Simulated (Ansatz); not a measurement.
## Electronic structure of C₄H₉NSi (SMILES C=CC([SiH3])=NC) in real space

Input

```
crystal:
  periodic: [false, false, false]
  atoms:
    - { symbol: C, position_ang: [0.0431, -2.2627, 0.3597] }
    - { symbol: C, position_ang: [-0.4198, -0.9543, 0.4908] }
    - { symbol: C, position_ang: [0.1131, 0.2686, -0.1903] }
    - { symbol: Si, position_ang: [1.695, 0.1192, -1.3977] }
    - { symbol: "N", position_ang: [-0.2601, 1.4736, -0.0441] }
    - { symbol: C, position_ang: [-1.3734, 1.794, 0.861] }
    - { symbol: H, position_ang: [0.8393, -2.5249, -0.2879] }
    - { symbol: H, position_ang: [-0.4679, -2.9942, 0.8901] }
    - { symbol: H, position_ang: [-1.245, -0.7541, 1.2068] }
    - { symbol: H, position_ang: [2.7969, -0.5059, -0.6889] }
    - { symbol: H, position_ang: [1.2575, -0.796, -2.5035] }
    - { symbol: H, position_ang: [2.0763, 1.4197, -1.9526] }
    - { symbol: H, position_ang: [-2.343, 1.3113, 0.5194] }
    - { symbol: H, position_ang: [-1.172, 1.5139, 1.9147] }
    - { symbol: H, position_ang: [-1.5618, 2.8412, 0.852] }
basis:
  gaussian: { orbitals: "6-31G*" }
hamiltonian:
  xc: pbe0
  dispersion: d4
relax:
  f_tol: 0.015
  max_steps: 40
output:
  orbitals: {}
```

Run with:

```sh
ansatz run input.yaml --threads 2 --pin off --max-ram 3072MiB --backend cpu --events-out ev --progress --plain --runs-dir out
```

The fields are those of the relaxed geometry.

The calculation used RKS PBE0-D4/6-31G* (Ansatz 0.2.0).

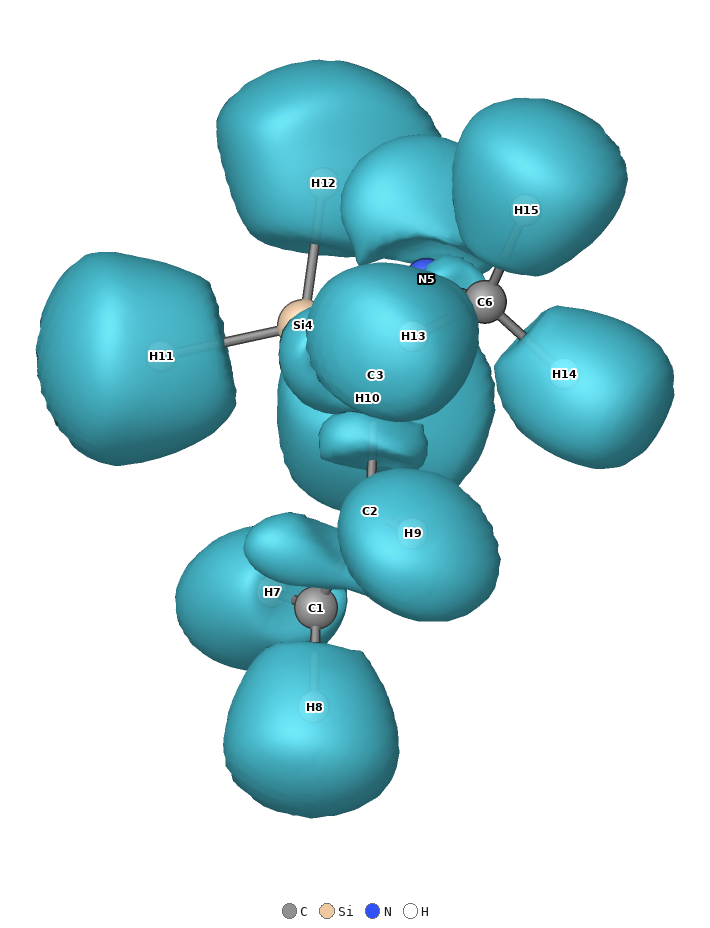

Figure 1. Isosurface of the electron localisation function at 0.8 (cyan), seen at an oblique angle. Core shells and regions of very low density are left out.

> Where are the electrons localised?

The surface consists of two regions between bonded C–C atoms (shared pairs), two regions between bonded C–N atoms (shared pairs), one region between bonded C–Si atoms (shared pairs), nine regions around hydrogen nuclei and one lobe on N, pointing away from the bonds (lone pairs). Along the contacts the grid gives the following. C–N (1.29 Å): the ELF peaks at about 0.90 between the atoms (localised, covalent bonding). C–C (1.34 Å): the ELF peaks at about 0.95 between the atoms: a short, multiple covalent bond.

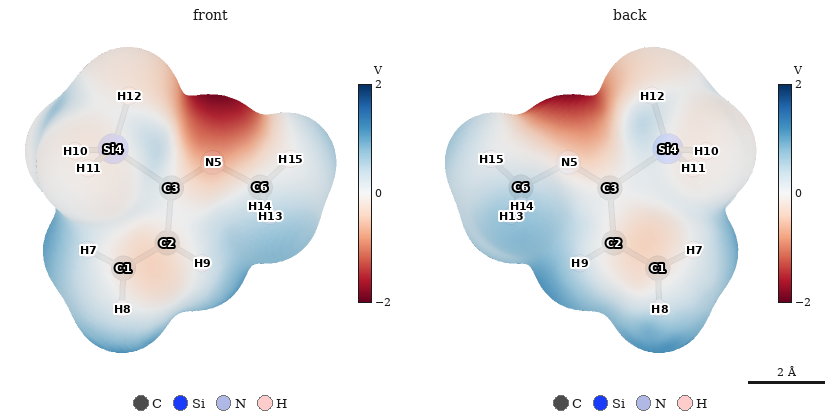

Figure 2. The molecular electrostatic potential painted on the density surface at 0.002 e/bohr³, seen from the front and from behind; red is negative and blue positive.

> Describe the electrostatic potential map.

The most negative region (about −1.8 V) lies over N5, the most positive (about +1.1 V) over H8 and H9. N5 is the likeliest acceptor of a hydrogen bond.

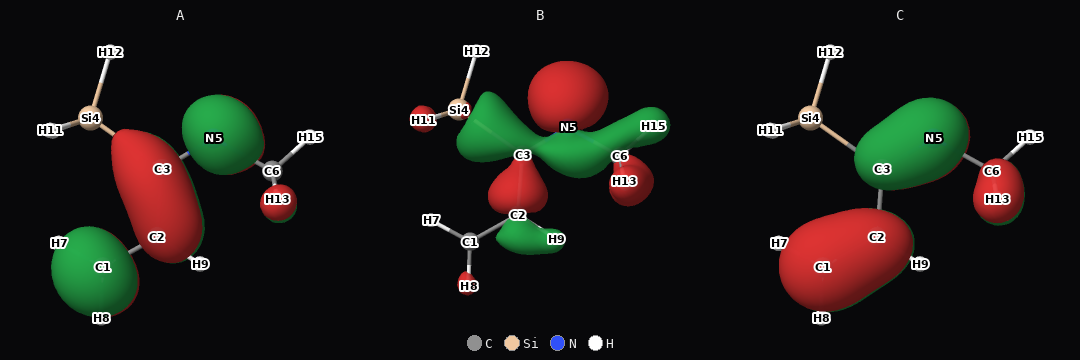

Figure 3. Three frontier orbitals at ±0.1 Å⁻³ᐟ² (green and red are the two phases), in no order.

> Which picture is the HOMO−1, the HOMO and the LUMO?

C is the HOMO−1 (−7.41 eV). It lies mainly on C1 (about 30 %), N5 (about 25 %), C2 (about 20 %) and C3 (about 10 %). B is the HOMO (−6.70 eV). By Hirshfeld shares it lies mainly on N5 (about 55 %), C3 (about 10 %), C6 (about 10 %), Si4 (about 10 %) and C2 (about 5 %). A is the LUMO (−1.34 eV). By Hirshfeld shares it lies mainly on C1 (about 25 %), N5 (about 25 %), C3 (about 20 %) and C2 (about 15 %).

> What is the HOMO–LUMO gap?

5.36 eV between the orbital energies.

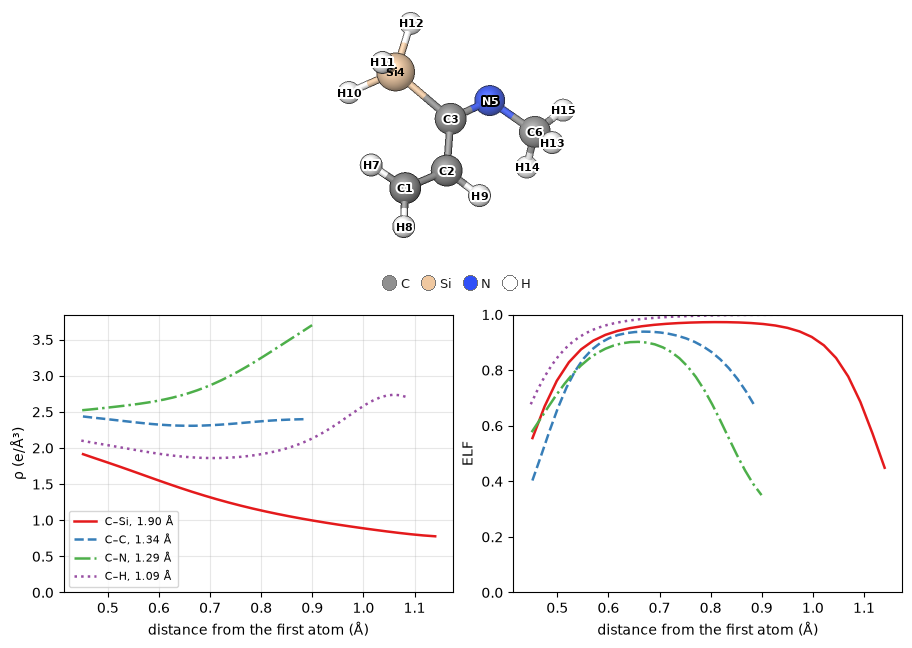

Figure 4. Total electron density and electron localisation function along straight lines between neighbouring atoms. The curves leave out the atomic cores. The structure is drawn too.

> What can be read from the curves?

C–Si (1.90 Å): ρ is about 0.94 e/Å³ halfway; the ELF peaks at about 1 between the atoms, as expected for localised, covalent bonding.
C–C (1.34 Å): ρ is about 2.3 e/Å³ halfway; the ELF peaks at about 0.95 between the atoms; a short, multiple covalent bond.
C–N (1.29 Å): ρ is about 2.7 e/Å³ halfway; the ELF peaks at about 0.90 between the atoms (a covalent bond).
C–H (1.09 Å): the density is about 2 e/Å³ at the midpoint; the ELF climbs to about 1 towards the hydrogen, as it does in any bond to H: a covalent bond by its length.
